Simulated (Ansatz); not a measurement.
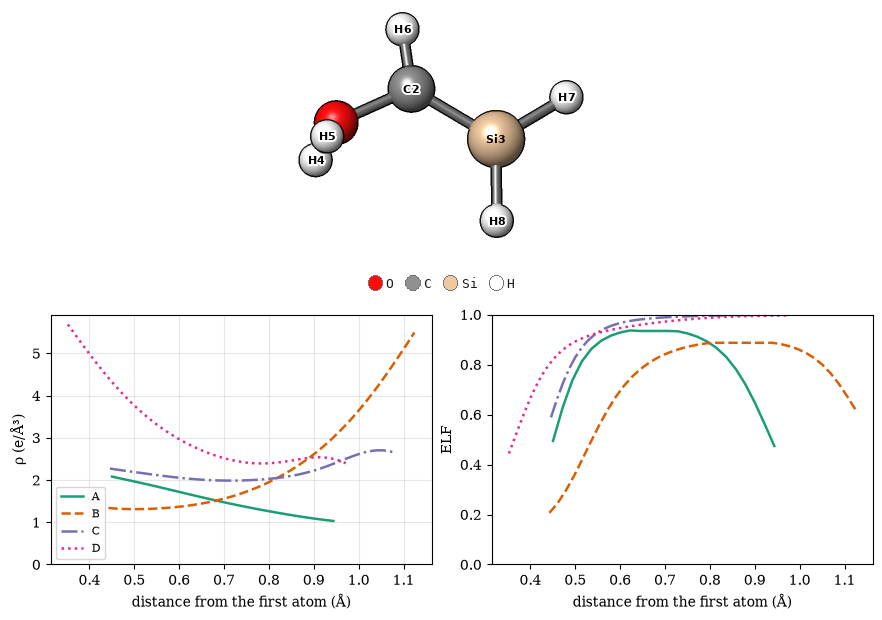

Figure. CH₅OSi (charge +1). Total electron density and electron localisation function along straight lines between neighbouring atoms. The curves leave out the atomic cores. The structure is drawn too.

Geometry: PBE0-D4/def2-TZVP.

These are results of Ansatz 0.2.0, RKS PBE0-D4/def2-TZVPP, not measurements.

```yaml
atoms:
  - { symbol: O, position_ang: [-0.8218, 0.9277, -0.8475] }
  - { symbol: C, position_ang: [0.2908, 0.4106, -0.0301] }
  - { symbol: Si, position_ang: [0.4833, -1.2437, 0.3809] }
  - { symbol: H, position_ang: [-0.8285, 0.6846, -1.7876] }
  - { symbol: H, position_ang: [-1.7062, 0.9157, -0.4466] }
  - { symbol: H, position_ang: [0.9221, 1.2450, 0.2395] }
  - { symbol: H, position_ang: [1.6457, -1.6029, 1.2030] }
  - { symbol: H, position_ang: [-0.4921, -2.2443, -0.0852] }
```

### Which curve belongs to which contact (C–H, C–O, C–Si and O–H)? The first atom named is at distance zero.

Curve A: C–Si (1.72 Å): the density is about 1.2 e/Å³ at the midpoint; the ELF peaks at about 0.95 between the atoms: localised, covalent bonding. Curve B: C–O (1.47 Å): the density is about 1.7 e/Å³ at the midpoint, with its minimum of 1.3 e/Å³ about 0.5 Å from C; the ELF peaks at about 0.90 between the atoms; a shared but strongly polarised pair. Curve C: C–H (1.08 Å): ρ is about 2.1 e/Å³ halfway; the ELF climbs to about 1 towards the hydrogen, as it does in any bond to H: an ordinary covalent bond to hydrogen. Curve D: O–H (0.97 Å): ρ at the midpoint is about 3.9 e/Å³; the ELF climbs to about 1 towards the hydrogen; an ordinary covalent bond to hydrogen.
